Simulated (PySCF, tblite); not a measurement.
# C2H5F3SSi2: geometry, infrared bands and NMR shifts

Aim: predict the infrared bands and NMR shifts of C2H5F3SSi2 (`FC(F)=C(F)[SiH2]S[SiH3]`).

Computed with tblite 0.8.0 and PySCF 2.14.0, with density-fitted response routines of our own, on a single molecule in the gas phase. Atoms count from 0, in the outputs and in this text.

### 1 Starting geometry

13 atoms, charge 0, multiplicity 1; geometry from: force field or distance geometry start.

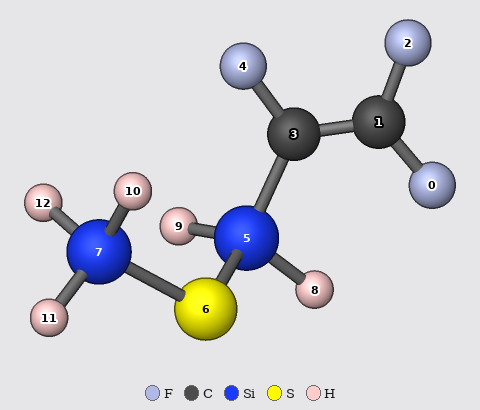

As it starts; fluorine light blue, carbon dark grey, silicon blue, sulfur yellow, hydrogen pink, atoms numbered.

### 2 Optimising the geometry with GFN2-xTB

What the job is given:

```
{"job": {"kind": "relax", "xc": "GFN2-xTB", "basis": "xTB"}, "charge": 0, "multiplicity": 1}
F     -2.689200     1.753200     0.772800
C     -2.504200     0.422200     0.792700
F     -3.296700    -0.403800     1.528900
C     -1.511600    -0.158300     0.120400
F     -1.374500    -1.535100     0.215300
Si    -0.360900     0.842400    -0.887400
S      1.565300     1.042400     0.032100
Si     2.657200    -0.788000     0.107700
H     -0.930400     2.201100    -0.977600
H     -0.300300     0.319500    -2.238500
H      2.325900    -1.476400     1.384200
H      4.112100    -0.526700     0.138100
H      2.302800    -1.692000    -1.006500
```

Command:

```bash
OMP_NUM_THREADS=1 python probes_run.py task.json out
```

The driver reads the jobs from task.json and runs them one after another.

What it wrote:

```text
step      E/eV     max force
  0    -754.76502    1.854
  1    -754.94211    1.267
  2    -755.05016    1.048
  3    -755.10878    0.944
  4    -755.13826    0.437
  5    -755.15676    0.433
  6    -755.16952    0.344
  7    -755.17726    0.238
  8    -755.18653    0.220
  9    -755.19401    0.291
 10    -755.19974    0.270
 11    -755.20344    0.190
 12    -755.20583    0.168
 13    -755.20776    0.107
 14    -755.20987    0.147
 15    -755.21258    0.193
 16    -755.21610    0.220
 17    -755.21912    0.164
 18    -755.22053    0.083
 19    -755.22117    0.075
 20    -755.22188    0.093
 21    -755.22320    0.156
 22    -755.22523    0.190
 23    -755.22751    0.152
 24    -755.22933    0.099
 25    -755.23059    0.093
 26    -755.23176    0.098
 27    -755.23332    0.119
 28    -755.23495    0.133
 29    -755.23635    0.105
 30    -755.23754    0.086
 31    -755.23858    0.096
 32    -755.23929    0.079
 33    -755.23972    0.059
 34    -755.24007    0.072
 35    -755.24050    0.068
 36    -755.24103    0.061
 37    -755.24156    0.056
 38    -755.24203    0.053
 39    -755.24252    0.066
 40    -755.24319    0.075
 41    -755.24405    0.081
 42    -755.24498    0.086
 43    -755.24590    0.072
 44    -755.24691    0.076
 45    -755.24807    0.093
 46    -755.24906    0.067
 47    -755.24963    0.048
 48    -755.24995    0.046
 49    -755.25033    0.051
 50    -755.25094    0.076
 51    -755.25162    0.076
 52    -755.25209    0.044
 53    -755.25235    0.042
 54    -755.25261    0.050
 55    -755.25309    0.073
 56    -755.25384    0.097
 57    -755.25463    0.079
 58    -755.25514    0.050
 59    -755.25545    0.061
 60    -755.25584    0.068
 61    -755.25650    0.106
 62    -755.25740    0.118
 63    -755.25823    0.092
 64    -755.25874    0.085
 65    -755.25907    0.064
 66    -755.25943    0.056
 67    -755.26001    0.041
 68    -755.26021    0.035
 69    -755.26036    0.030
 70    -755.26049    0.028
 71    -755.26070    0.039
 72    -755.26087    0.033
 73    -755.26096    0.021
 74    -755.26100    0.022
 75    -755.26104    0.021
 76    -755.26111    0.029
 77    -755.26124    0.042
 78    -755.26145    0.053
 79    -755.26170    0.048
 80    -755.26189    0.024
 81    -755.26196    0.014
 82    -755.26198    0.012
 83    -755.26200    0.011
 84    -755.26203    0.012
 85    -755.26207    0.010
 86    -755.26210    0.007
```

Run time: 1.2 s. Hardware: 1 thread of Arm Neoverse N1, shared host.

The steps of the relaxation: (not every step is listed)

```
step  energy from step 0 (eV)  largest force (eV/Å)
   0                   0.0000                1.8537
   1                  -0.1771                1.2674
   2                  -0.2851                1.0477
   3                  -0.3438                0.9443
   4                  -0.3732                0.4371
   5                  -0.3917                0.4326
   6                  -0.4045                0.3442
   7                  -0.4122                0.2384
   8                  -0.4215                0.2198
  15                  -0.4476                0.1927
  22                  -0.4602                0.1900
  29                  -0.4713                0.1050
  36                  -0.4760                0.0614
  43                  -0.4809                0.0724
  50                  -0.4859                0.0758
  57                  -0.4896                0.0794
  64                  -0.4937                0.0851
  71                  -0.4957                0.0393
  78                  -0.4964                0.0526
  81                  -0.4969                0.0136
  82                  -0.4970                0.0117
  83                  -0.4970                0.0114
  84                  -0.4970                0.0122
  85                  -0.4970                0.0100
  86                  -0.4971                0.0073
```

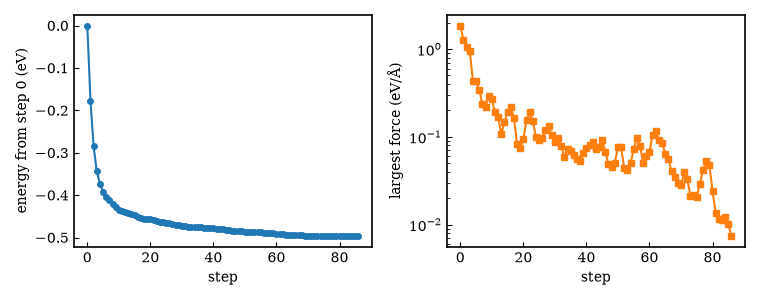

Energy and force, step by step.

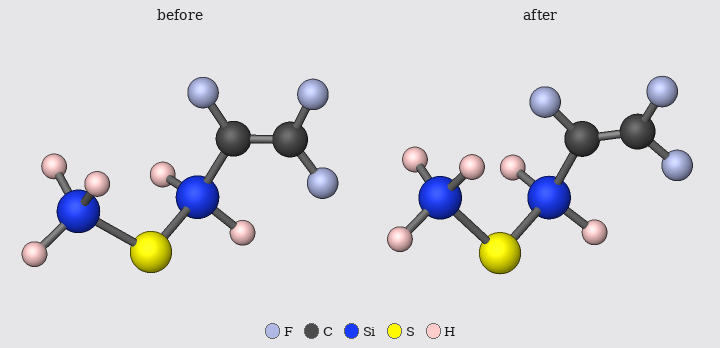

The geometry before (left) and after (right).

Distances of close pairs at the start and the end, largest changes first:

```
   bond  before (Å)  after (Å)  change (Å)
 C3–Si5       1.828      1.900      +0.072
 S6–Si7       2.133      2.176      +0.043
  C1–F2       1.361      1.326      -0.035
Si7–H10       1.488      1.454      -0.033
  C3–F4       1.387      1.354      -0.033
 Si5–H8       1.476      1.447      -0.029
Si7–H11       1.478      1.452      -0.026
Si7–H12       1.478      1.457      -0.021
```

The final coordinates are the input of the step that follows.

### 3 Vibrational analysis with GFN2-xTB

What the job is given:

```
{"job": {"kind": "ir", "xc": "GFN2-xTB", "basis": "xTB"}, "charge": 0, "multiplicity": 1}
F     -2.826026     1.511330     0.787055
C     -2.359862     0.269412     0.852018
F     -3.106829    -0.456653     1.672735
C     -1.302824    -0.124544     0.161748
F     -0.907526    -1.413081     0.288016
Si    -0.259661     0.963970    -0.994602
S      1.696283     1.177861    -0.184293
Si     2.417819    -0.850964     0.129637
H     -0.828047     2.294726    -1.023312
H     -0.226889     0.246463    -2.264331
H      1.733254    -1.393110     1.292650
H      3.835297    -0.624838     0.351274
H      2.130622    -1.600085    -1.086325
```

What it wrote:

```text
mode    cm-1     km/mol
  1      15.7      0.50
  2      26.8      3.74
  3      71.6      4.42
  4     103.6      0.95
  5     131.8      2.33
  6     141.9      2.27
  7     165.0      2.79
  8     243.3      5.36
  9     347.4      7.29
 10     399.1     40.07
 11     430.4     10.16
 12     454.5     40.92
 13     487.5     29.00
 14     493.6     53.12
 15     519.2    102.35
 16     532.9     61.23
 17     568.2     67.38
 18     597.6      5.47
 19     631.3      4.10
 20     703.6    453.00
 21     725.9     98.71
 22     744.8    197.49
 23     764.8    192.32
 24     770.5    426.54
 25    1009.1    103.48
 26    1151.1    152.44
 27    1185.8    212.96
 28    1735.6    285.79
 29    2300.2    101.29
 30    2320.5    299.74
 31    2344.5    179.75
 32    2367.0    175.22
 33    2411.8    165.80
```

Wall time 0.94 s (1 thread of Arm Neoverse N1, shared host).

Which atoms move in the most intense modes:

```
cm⁻¹  km/mol                         atoms
 704   453.0              H9 42 %, H8 39 %
 745   197.5            H12 46 %, H11 43 %
 765   192.3  H10 58 %, H12 22 %, H11 13 %
 770   426.5  H11 35 %, H10 32 %, H12 22 %
1186   213.0              C1 71 %, F0 16 %
1736   285.8              C1 56 %, C3 41 %
2320   299.7                      H12 90 %
2344   179.8                      H10 96 %
```

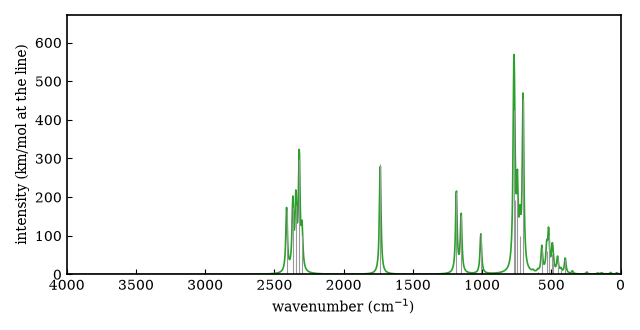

The infrared spectrum from these modes, unscaled. Lines are broadened to a width of 14 cm⁻¹ (Lorentzian).

### 4 Nuclear shieldings: PBE0/pcSseg-1

Same as in step 3 but for these lines:

```diff
@@ -1,2 +1,2 @@
-{"job": {"kind": "ir", "xc": "GFN2-xTB", "basis": "xTB"}, "charge": 0, "multiplicity": 1}
+{"job": {"kind": "nmr", "xc": "PBE0", "basis": "pcSseg-1"}, "charge": 0, "multiplicity": 1}
 F     -2.826026     1.511330     0.787055
```

With the program's defaults for keys left out, this is: GIAO PBE0/pcSseg-1 NMR shielding, non-relativistic, gas phase.

What it wrote:

```text
coarse grid: 13408 points
cycle   1  E = -1354.9280930715  dE =  9.500e-01  |g| = 7.443e-01  |ddm| = 3.402e+00
cycle   2  E = -1354.8051613920  dE =  1.229e-01  |g| = 1.145e+00  |ddm| = 1.360e+00
cycle   3  E = -1355.0278780299  dE = -2.227e-01  |g| = 8.723e-02  |ddm| = 8.573e-01
cycle   4  E = -1355.0288625361  dE = -9.845e-04  |g| = 5.101e-02  |ddm| = 1.232e-01
cycle   5  E = -1355.0293468337  dE = -4.843e-04  |g| = 1.106e-02  |ddm| = 5.503e-02
cycle   6  E = -1355.0293652310  dE = -1.840e-05  |g| = 4.569e-03  |ddm| = 1.102e-02
cycle   7  E = -1355.0293698067  dE = -4.576e-06  |g| = 9.317e-04  |ddm| = 4.671e-03
final grid: 119688 points
cycle   8  E = -1355.0941943457  dE = -2.796e-05  |g| = 6.977e-03  |ddm| = 2.433e-02
cycle   9  E = -1355.0941835732  dE =  1.077e-05  |g| = 1.043e-02  |ddm| = 1.473e-02
cycle  10  E = -1355.0942039395  dE = -2.037e-05  |g| = 7.711e-04  |ddm| = 8.363e-03
cycle  11  E = -1355.0942040333  dE = -9.378e-08  |g| = 2.591e-04  |ddm| = 9.558e-04
cycle  12  E = -1355.0942040480  dE = -1.473e-08  |g| = 8.508e-05  |ddm| = 3.344e-04
cycle  13  E = -1355.0942040493  dE = -1.325e-09  |g| = 2.874e-05  |ddm| = 8.454e-05
cycle  14  E = -1355.0942040495  dE = -2.051e-10  |g| = 4.223e-06  |ddm| = 3.813e-05
converged SCF energy = -1355.0942040495

GIAO shielding tensors (ppm)
atom      isotropic    diamagn.    paramagn.     s11        s22        s33       span
  0 F      283.210     473.103    -189.893    243.531    280.642    325.458     81.927
  1 C       14.128     250.613    -236.485    -62.280     48.837     55.828    118.107
  2 F      255.008     470.420    -215.413    205.445    277.505    282.073     76.629
  3 C       49.388     255.891    -206.503     12.078     52.288     83.799     71.721
  4 F      388.436     474.197     -85.761    299.448    392.944    472.917    173.468
  5 Si     389.724     880.221    -490.497    350.840    385.837    432.495     81.654
  6 S      820.180    1060.171    -239.991    768.552    831.180    860.808     92.256
  7 Si     402.040     879.467    -477.427    368.412    394.691    443.018     74.606
  8 H       26.594      29.071      -2.477     22.419     25.168     32.195      9.776
  9 H       26.412      29.036      -2.624     22.312     24.740     32.184      9.872
 10 H       26.878      29.887      -3.009     22.504     26.066     32.063      9.559
 11 H       26.993      28.481      -1.488     22.803     24.797     33.380     10.577
 12 H       26.937      29.323      -2.387     23.720     24.939     32.150      8.430
```

Run time: 58 s. Hardware: 1 thread of Arm Neoverse N1, shared host; peak memory 0.76 GiB.

Shifts follow as δ = σ(reference) − σ, with reference shieldings (ppm) from runs at the same level and on the same kind of geometry: ¹H TMS 31.72, ¹³C TMS 186.9, ²⁹Si TMS 349.2, ¹⁹F CFCl3 170.9, ³³S CS2 504. The references are single molecules in the gas phase, so shifts against H2O, NH3, PH3, H3PO4 or CFCl3 are not on the usual liquid scales and can be off by tens of ppm. Atoms listed in one row are averaged.

```
        atoms                           environment  σ (ppm)  δ (ppm)  δ scaled to CDCl3
           C1       fully substituted alkene carbon     14.1    172.8              166.7
           C3       fully substituted alkene carbon     49.4    137.5              132.3
       H8, H9  hydrogen on a silicon bonded to C, S    26.50     5.21                  –
H10, H11, H12     hydrogen on a silicon bonded to S    26.94     4.78                  –
           F2                      vinylic fluorine    255.0    -84.1                  –
           F0                      vinylic fluorine    283.2   -112.3                  –
           F4                      vinylic fluorine    388.4   -217.5                  –
          Si5           silicon bonded to C, S, 2 H    389.7    -40.6                  –
          Si7              silicon bonded to S, 3 H    402.0    -52.9                  –
           S6                 sulfur bonded to 2 Si      820     -316                  –
```

The scaled column applies a straight-line fit of computed shieldings to shifts measured in CDCl3, with any fitted terms for Cl, Br or S neighbours, and one for carbons that bear F (root-mean-square error 0.16 ppm for H, 1.9 ppm for C).

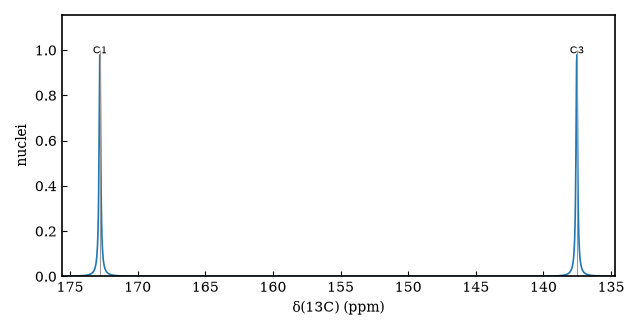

¹³C lines at the computed shifts, without couplings. Lines are broadened to a width of 0.14 ppm (Lorentzian).

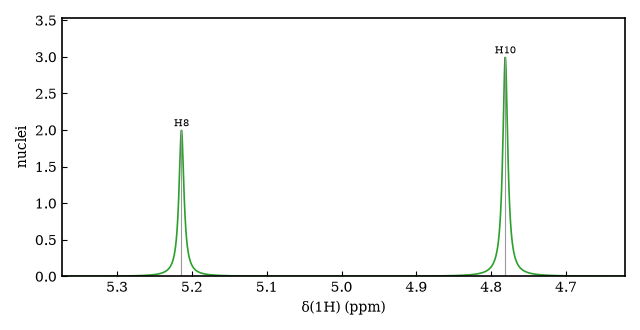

¹H lines at the computed shifts, without couplings. Lines are broadened to a width of 0.01 ppm (Lorentzian).

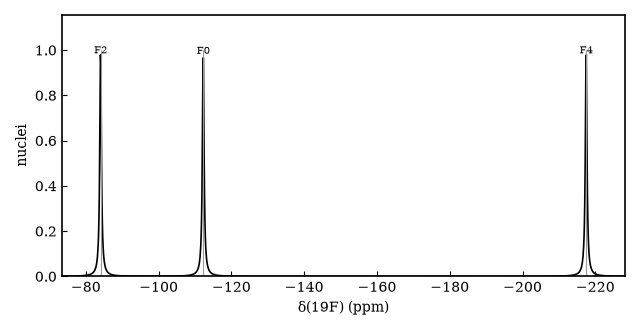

¹⁹F lines at the computed shifts, without couplings. Lines are broadened to a width of 0.53 ppm (Lorentzian).

The run also stored atomic charges by several schemes (e):

```
atoms  Mulliken    IAO  Hirshfeld  ESP fit
   F0     -0.24  -0.24      -0.06    -0.16
   C1      0.57   0.53       0.15     0.44
   F2     -0.23  -0.23      -0.06    -0.14
   C3     -0.15  -0.11      -0.07    -0.20
   F4     -0.28  -0.26      -0.07    -0.10
  Si5      0.61   0.69       0.31     0.31
   S6     -0.53  -0.43      -0.18    -0.36
  Si7      0.48   0.56       0.31     0.36
```

Mulliken charges:

F0 -0.24; C1 0.57; F2 -0.23; C3 -0.15; F4 -0.28; Si5 0.61; S6 -0.53; Si7 0.48; H8 -0.04; H9 -0.04; H10 -0.04; H11 -0.06; H12 -0.06

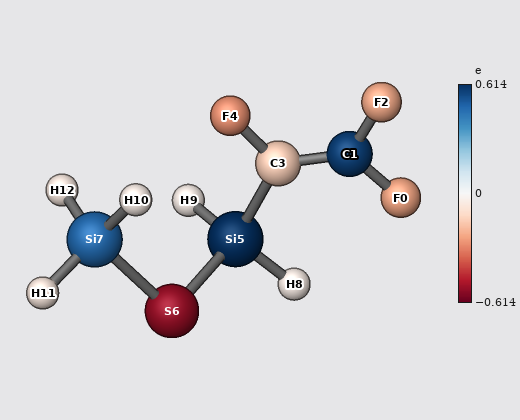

Mulliken charges, as colours on the atoms.

Mayer bond orders: F0–C1 1.01, C1–F2 1.04, C1–C3 1.72, C3–F4 0.90, C3–Si5 0.82, Si5–S6 1.01, S6–Si7 0.90.

The fields below are evaluated on a grid from the run's orbitals.

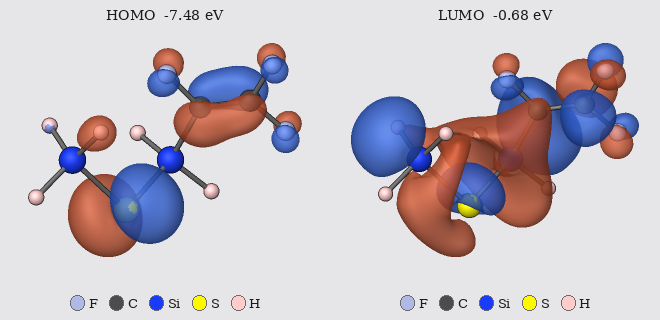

PBE0/pcSseg-1 orbitals near the gap, drawn at the value that encloses 70 % of each; the two colours are the two signs.

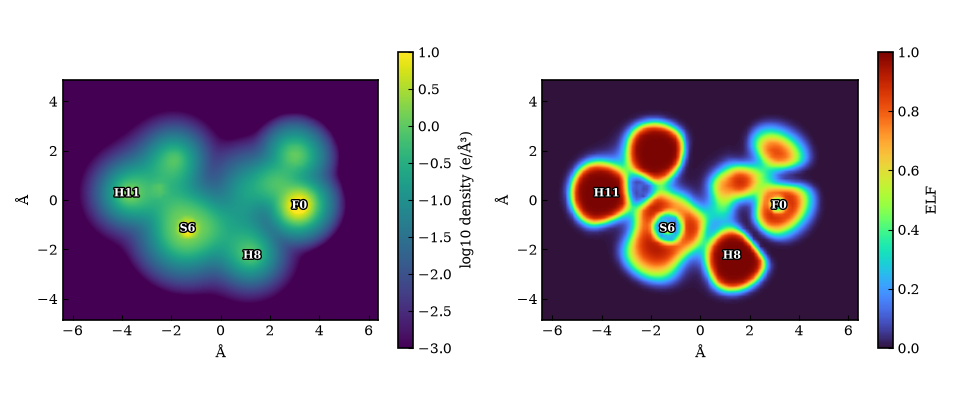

Density (left) and ELF (right) in a plane through or near 4 of the atoms.

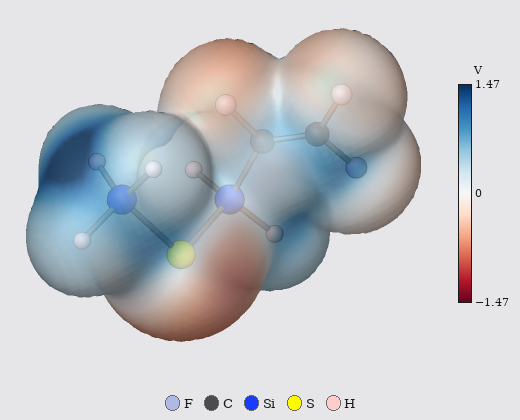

The potential that a unit positive charge feels on the 0.002 e/bohr³ surface, from the 1st to the 99th percentile, from -0.78 V near S6 to 1.47 V near H8.

### 5 Results

| quantity | value |
| --- | --- |
| strongest single infrared mode (GFN2-xTB) | 704 cm⁻¹, 453 km/mol |
| zero-point energy (GFN2-xTB) | 38.5 kcal/mol |
| ¹³C shifts against TMS (PBE0/pcSseg-1) | 172.8, 137.5 ppm |
| ¹H shifts against TMS (PBE0/pcSseg-1, means over atoms taken as alike) | 5.21, 4.78 ppm |
| ¹⁹F shifts against CFCl3 (PBE0/pcSseg-1) | -84.1, -112.3, -217.5 ppm |
| ²⁹Si shifts against TMS (PBE0/pcSseg-1) | -40.6, -52.9 ppm |
| ³³S shifts against CS2 (PBE0/pcSseg-1) | -316 ppm |
| surface potential, 1st and 99th percentile | -0.78 V and 1.47 V |

In words: Over 86 steps the energy fell by 0.497 eV; of the close pairs, C3–Si5 changed most, 1.828 to 1.900 Å. All 33 modes are real, so the xTB geometry is a minimum. The strongest single mode, at 704 cm⁻¹, moves mainly H9 and H8. GFN2-xTB is a fitted tight-binding method: band positions and strengths are rough. Its intensities can rank the bands wrongly. At PBE0/pcSseg-1: The widest tensor belongs to F4: span 173 ppm, with a paramagnetic part of -86 ppm. At PBE0/pcSseg-1, counted by nearest atom on the grid, the HOMO lies on S6 59 %; C3 12 %, the LUMO on C1 16 %; S6 14 %.
